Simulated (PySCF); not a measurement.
Vertical excitations of a molecule H9NSi3 from TDDFT-CAM-B3LYP/def2-SVPD (PySCF), as energy in eV (oscillator strength): 6.14 (0.001), 7.23 (0.079), 7.56 (0.007), 7.67 (0.000), 7.67 (0.000), 7.69 (0.031), 7.69 (0.031), 7.94 (0.000), 7.94 (0.000), 8.18 (0.000). Lowest triplet (TDA): 5.81 eV. Geometry optimised at TPSSh-D3(BJ)/def2-SVP. One conformer was computed; it need not be the lowest.

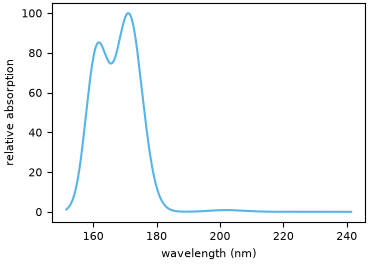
The lines broadened by 0.4 eV.

### Question
Identify the compound among the candidates.
A) N[SiH2][SiH2][SiH3]
B) [SiH3]N([SiH3])[SiH3]
C) [SiH3]N[SiH2][SiH3]
D) N[SiH]([SiH3])[SiH3]

### Answer
B, [SiH3]N([SiH3])[SiH3]
